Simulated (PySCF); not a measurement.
# H3In, SMILES `[InH3]`: electronic structure

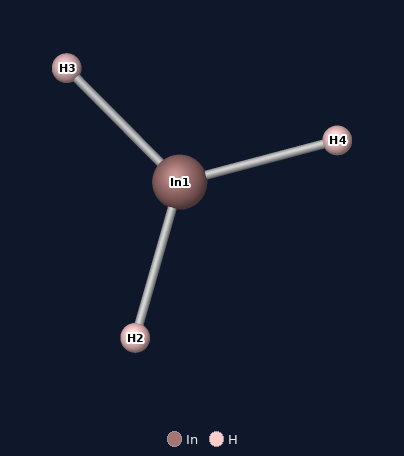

The molecule, with its atoms numbered as below. No frequency check shows the geometry to be a minimum.

Coordinates in Å:

```
In1      0.0000    0.0000    0.0000
H2       0.1872    1.7084    0.0000
H3       1.3859   -1.0163    0.0000
H4      -1.5731   -0.6921    0.0000
```

### 1. Bonding charge

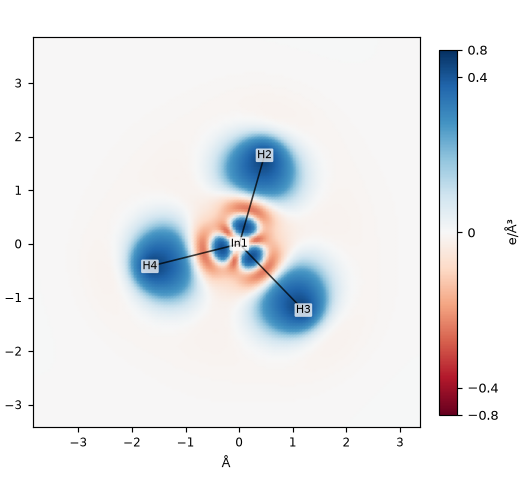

Deformation density (molecule less spherical, spin-averaged free atoms) in the molecular plane; colour scale in e/Å³, logarithmic beyond ±0.1; blue: gain, red: loss.

Method: B3LYP/def2-SVPD; geometry: GFN2-xTB; program: PySCF. Core potentials replace the inner electrons of In; spin–orbit coupling isn't included.

**Describe the bonding that the map shows.**

In1–H2, In1–H3 and In1–H4: +0.16 e/Å³ at the bond critical point (bond length 1.72 Å). In all, 0.8 electrons gather in the regions of gain relative to the promolecule.

### 2. Electrostatic potential

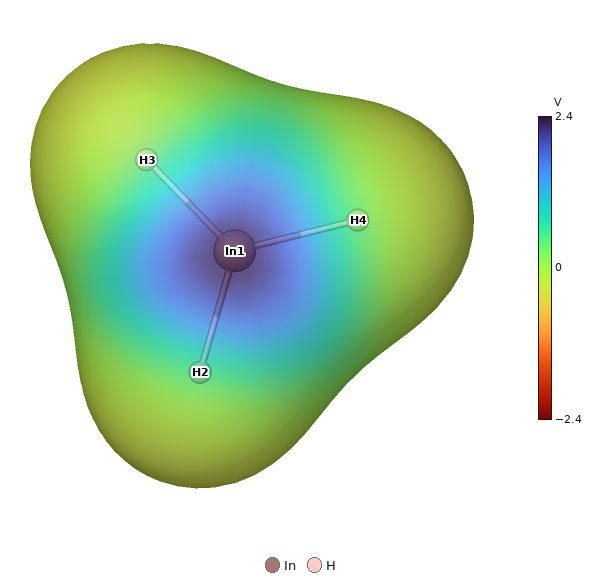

Electrostatic potential on the surface of electron density 0.001 a.u.

**Where are the extremes of the potential on the surface?**

Highest: 2.35 V, over In1, off the plane of its three bonds (2.0 Å), and at like points elsewhere. Lowest: −0.40 V, 1.6 Å from H4, and at like points elsewhere. The surface is sampled at points, so like sites can differ by a few per cent and only the strongest of them is named.

### 3. In an electric field

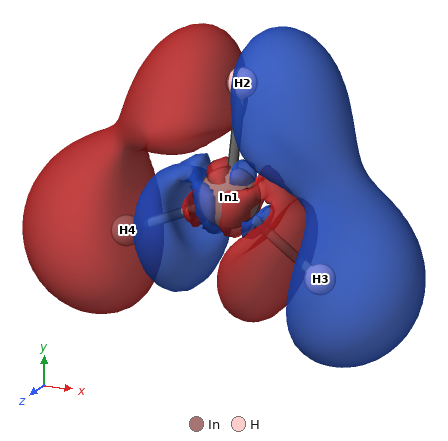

Change of the electron density in a uniform field of 0.21 V/Å, surfaces at ±0.0008 e/Å³ (blue: gain, red: loss).

Computed with PySCF, B3LYP/def2-SVPD, geometry: GFN2-xTB. Core potentials replace the inner electrons of In; spin–orbit coupling isn't included.

The field was applied in both directions; the picture shows the one opposite to the script's first.

**Along which Cartesian direction does the field point?**

Along −x: electrons gather on the +x side, against the field.

**What dipole is induced, and what polarisability does it imply?**

The induced dipole is 0.47 D (along the field); α along this axis, from the fields in both directions, is 47 bohr³ (6.9 Å³).

The PySCF runs shown took 4.5 s and 7.6 s on 1 thread of Arm Neoverse N1, on a shared host.
